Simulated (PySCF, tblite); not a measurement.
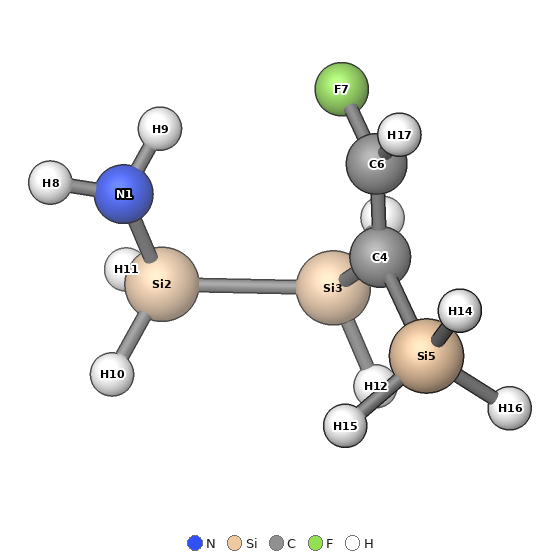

Structure of C₂H₁₀FNSi₃, SMILES N[SiH2][SiH2]/C([SiH3])=C\F.

GIAO shifts, PBE0/pcSseg-1, PySCF, at a GFN2-xTB geometry (a minimum by its frequencies), against TMS for ²⁹Si and TMS for ¹³C computed at the same level. Gas phase, fully decoupled, line heights follow the number of nuclei, widths are arbitrary (no quadrupolar broadening); values of one conformer, averaged over nuclei that symmetry, rotation about single bonds or inversion at nitrogen exchange, these motions taken as fast; other conformers aren't averaged in.

### Which ²⁹Si signals does it give?

3 signals.


```csv
δ (ppm),nuclei,atoms
−57.6,1,Si2
−71.7,1,Si5
−89.2,1,Si3
```

### How many ¹³C lines appear, and where?

2 signals.


```csv
δ (ppm),nuclei,atoms
169.4,1,C6
103.2,1,C4
```

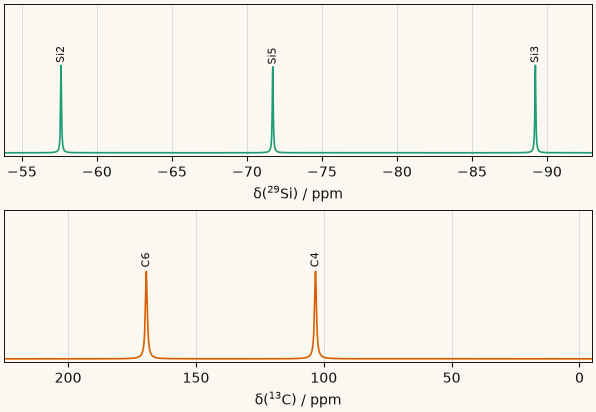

Known limits of this run: the tight-binding geometry is rougher than a DFT one and adds to the error.
